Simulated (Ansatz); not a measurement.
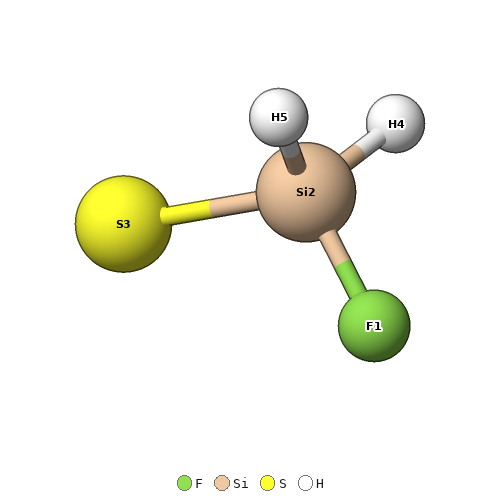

The system is FH2SSi, SMILES F[SiH2][S], spin multiplicity 2; the picture shows the reference structure. Coordinates scanned: (1) bond length F1–Si2; (2) angle S3–Si2–F1. Nothing is relaxed (all other coordinates rigid). Grid: 15 × 15 points. Energies: kcal/mol, counted from the lowest grid point. All numbers below come from UHF/def2-TZVP (Ansatz).

Its coordinates:

```xyz
5

F    -0.3280   -0.0156    1.5559
Si    0.0980   -0.0901    0.0444
S    -1.1679    1.0749   -1.2019
H    -0.0099   -1.4890   -0.3790
H     1.4577    0.4462   -0.0607
```

Range: bond length F1–Si2 from 1.352 to 2.201 Å; angle S3–Si2–F1 from 77.1 to 147.1°.

Question: Predict the map.

Answer: The lowest grid point is at bond length F1–Si2 = 1.595 Å, angle S3–Si2–F1 = 112.1°. It is the only kind of minimum in the scanned range. The highest grid point, bond length F1–Si2 = 2.201 Å, angle S3–Si2–F1 = 147.1°, lies 91 kcal/mol above the lowest. Round the minimum the two coordinates are weakly coupled (coupling 0.08 in units of the two stiffnesses).

| angle S3–Si2–F1 ↓, bond length F1–Si2 → | 1.352 | 1.413 | 1.473 | 1.534 | 1.595 | 1.655 | 1.716 | 1.776 | 1.837 | 1.898 | 1.958 | 2.019 | 2.080 | 2.140 | 2.201 |
| --- | --- | --- | --- | --- | --- | --- | --- | --- | --- | --- | --- | --- | --- | --- | --- |
| 147.1 | 54 | 37 | 27 | 23 | 23 | 26 | 30 | 37 | 44 | 51 | 59 | 67 | 75 | 83 | 91 |
| 142.1 | 49 | 31 | 21 | 17 | 17 | 20 | 25 | 31 | 38 | 46 | 53 | 61 | 70 | 77 | 85 |
| 137.1 | 44 | 26 | 16 | 12 | 12 | 15 | 20 | 26 | 33 | 41 | 48 | 56 | 65 | 72 | 80 |
| 132.1 | 40 | 22 | 12 | 8 | 8 | 11 | 15 | 22 | 29 | 36 | 44 | 52 | 60 | 68 | 76 |
| 127.1 | 37 | 19 | 9 | 5 | 5 | 7 | 12 | 18 | 25 | 33 | 41 | 49 | 57 | 64 | 72 |
| 122.1 | 35 | 17 | 7 | 2 | 2 | 5 | 9 | 15 | 22 | 30 | 38 | 46 | 54 | 61 | 69 |
| 117.1 | 34 | 16 | 5 | 1 | 1 | 3 | 8 | 14 | 21 | 28 | 36 | 44 | 52 | 59 | 67 |
| 112.1 | 34 | 15 | 5 | 0 | 0 | 2 | 7 | 13 | 20 | 27 | 35 | 42 | 50 | 58 | 65 |
| 107.1 | 35 | 16 | 6 | 1 | 0 | 3 | 7 | 13 | 19 | 27 | 34 | 42 | 50 | 57 | 65 |
| 102.1 | 38 | 19 | 8 | 3 | 2 | 4 | 8 | 14 | 20 | 27 | 35 | 42 | 50 | 57 | 65 |
| 97.1 | 40 | 21 | 10 | 5 | 4 | 6 | 10 | 16 | 22 | 29 | 36 | 44 | 51 | 58 | 65 |
| 92.1 | 44 | 25 | 14 | 8 | 7 | 8 | 12 | 17 | 24 | 31 | 38 | 45 | 53 | 60 | 67 |
| 87.1 | 49 | 30 | 18 | 12 | 11 | 12 | 15 | 20 | 26 | 33 | 40 | 47 | 54 | 61 | 68 |
| 82.1 | 57 | 36 | 24 | 18 | 16 | 17 | 20 | 24 | 30 | 36 | 42 | 49 | 56 | 63 | 69 |
| 77.1 | 66 | 45 | 33 | 26 | 23 | 24 | 26 | 30 | 35 | 41 | 47 | 53 | 59 | 65 | 72 |

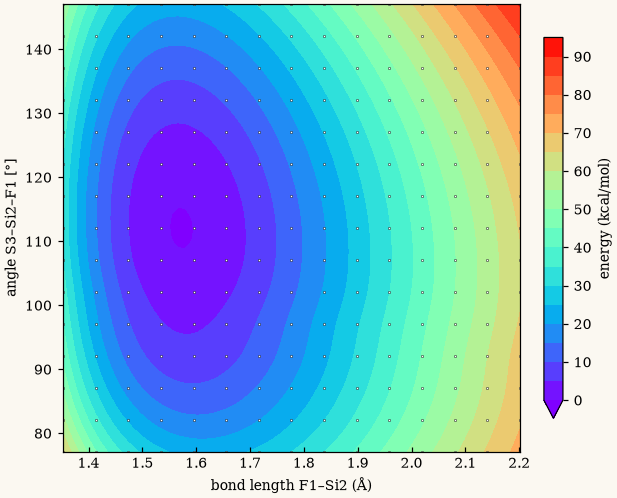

In the figure: filled contours, dots at the grid points. Between grid points the surface is interpolated.

Each point was launched as `ansatz run input.yaml --threads 1 --pin off --max-ram 2560MiB --backend cpu --events-out ev --progress --plain --runs-dir out`. The whole map (225 points run) took 63 min on 1 thread of Arm Neoverse N1, on a shared host.
